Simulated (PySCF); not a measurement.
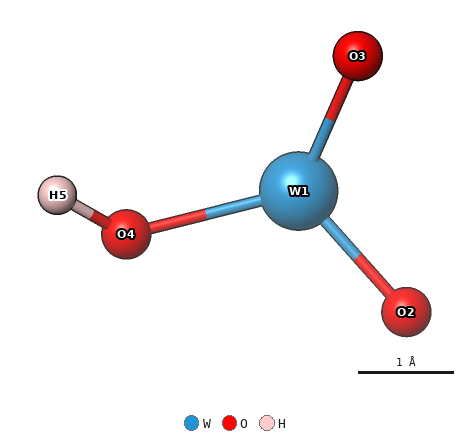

The structure (ball-and-stick view, seen at a tilt; atoms are numbered from 1 in the order of the input). Sticks mark near contacts.

**Frequency calculation, with input and output: WO₂OH**

- system: WO₂OH, multiplicity 2
- method: UKS-based PBE0, W def2-TZVP with ECP60, O def2-TZVP, H def2-TZVP; non-relativistic Hamiltonian with a scalar-relativistic core potential; density fitting (PySCF 2.14.0)

**The program's output**
```
init E= -293.332182254999
  alpha nocc = 20  HOMO = -0.273952570930042  LUMO = -0.0747612716102886
  beta  nocc = 19  HOMO = -0.332452089585395  LUMO = -0.12887601387861
  HOMO = -0.27395257093  LUMO = -0.128876013879  gap/eV = 3.94773
cycle= 1 E= -293.332182254978  delta_E= 2.14e-11  |g|= 8.3e-06  |ddm|= 6.91e-06
  alpha nocc = 20  HOMO = -0.273950880670672  LUMO = -0.074759331003488
  beta  nocc = 19  HOMO = -0.332453656553835  LUMO = -0.128874104724304
  HOMO = -0.273950880671  LUMO = -0.128874104724  gap/eV = 3.94774
Extra cycle  E= -293.332182254771  delta_E= 2.07e-10  |g|= 2.54e-05  |ddm|= 1.73e-05
converged SCF energy = -293.332182254771  <S^2> = 0.75841659  2S+1 = 2.0083989
```

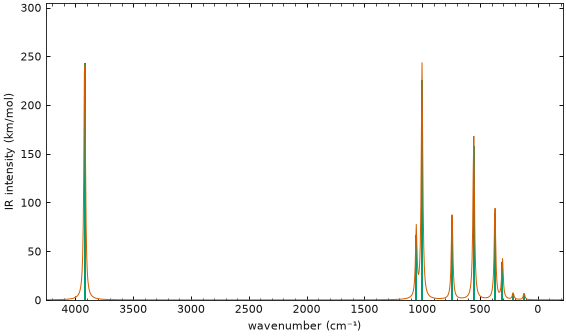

Harmonic infrared spectrum, unscaled: sticks (degenerate modes added up, dark ones marked on the axis) with a Lorentzian envelope of 16 cm⁻¹ full width, scaled to the tallest stick. 9 modes from 119 to 3919 cm⁻¹, none imaginary. The strongest line is at 3919 cm⁻¹ (243 km/mol). All modes, in cm⁻¹ (km/mol): 119 (6.4), 213 (6.5), 306 (39), 371 (88), 555 (158), 742 (83), 1002 (226), 1052 (67), 3919 (243).

This output came from the following input.

**Input file**
```python
from pyscf import gto, scf, dft
mol = gto.M(atom='''
W      0.004093     0.010293    -0.074564
O      1.684606     0.042903     0.216451
O     -0.713265     1.534224     0.190508
O     -0.914778    -1.573399     0.355818
H     -1.772976    -1.740080     0.749482''',
    basis={'W': 'def2-TZVP', 'O': 'def2-TZVP', 'H': 'def2-TZVP'},
    ecp={'W': 'def2-TZVP'},
    charge=0, spin=1)
mf = dft.UKS(mol, xc='PBE0')
mf.grids.atom_grid = (75, 302)
aux = {'W': 'def2-universal-JKFIT', 'O': 'def2-universal-JKFIT', 'H': 'def2-universal-JKFIT'}
mf = mf.density_fit(auxbasis=aux)
mf.conv_tol = 1e-09
mf.diis_space = 10
mf.max_cycle = 60
mf.verbose = 4
mf.kernel()
```

The script is an equivalent of the set-up of the self-consistent field. The run itself was carried out by a driver, which started from the orbitals of the step before it where there was one and computed the further properties.

Run as:
```bash
OMP_NUM_THREADS=4 python axn.py task.json out
```

**Results in brief**

- outcome: converged
- total energy: −293.332182 hartree
- ⟨S²⟩: 0.758
- zero-point energy: 0.018857 hartree
- dipole moment: 3.94 D
- wavenumbers, lowest and highest: 119 and 3919 cm⁻¹
- hardware: 4 threads of Arm Neoverse V1, 24 GiB of memory available, shared host
- wall time: 5.2 min (CPU time 14 min)
- peak memory: 1.6 GiB
